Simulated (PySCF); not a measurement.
```xyz
18

B     4.8186    0.0451    0.5654
C     3.4589   -0.2560    0.0227
C     2.3503   -0.5000   -0.4149
Si    0.6617   -0.8776   -1.0769
C    -0.4688    0.4935   -0.4622
C    -1.8048    0.4275   -0.4330
C    -2.6901    1.5364    0.0583
C    -2.4916   -0.7291   -0.8749
C    -3.1116   -1.6911   -1.2395
H     4.9850    1.0101    1.2068
H     5.7048   -0.6873    0.3460
H     0.2533   -2.1917   -0.5678
H     0.7383   -0.8748   -2.5454
H    -0.0085    1.4088   -0.1083
H    -2.0991    2.4021    0.3487
H    -3.2716    1.1999    0.9171
H    -3.3937    1.8290   -0.7213
H    -3.6397   -2.5385   -1.5617
```

Geometry: GFN2-xTB.

All numbers below come from PBE0/pcSseg-1, SCF density, gas phase, non-relativistic in PySCF.

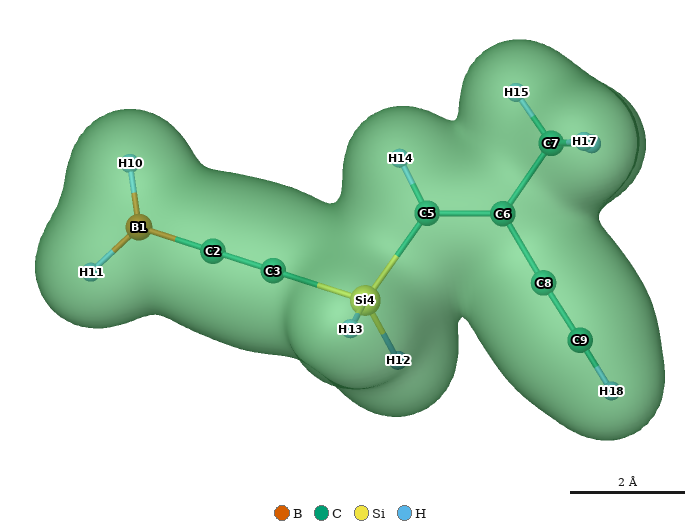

C$_{7}$H$_{9}$BSi (SMILES BC#C[SiH2]/C=C(/C)C#C). Isosurface of the electron density at 0.05 e/Å³ (green), seen at a tilt.

**What does this surface tell about the bonding?**

At this value the surface is in one piece. It bridges the sampled C–C (1.20 Å), C–B (1.49 Å), C–Si (1.85 Å) and C–H (1.05 Å) contacts, where the density stays above the isovalue. On the grid the lowest density along these lines, outside the cores, is 2.7 e/Å³ (C–C, 1.20 Å), 1.3 e/Å³ (C–B, 1.49 Å), 0.76 e/Å³ (C–Si, 1.85 Å) and 2 e/Å³ (C–H, 1.05 Å).
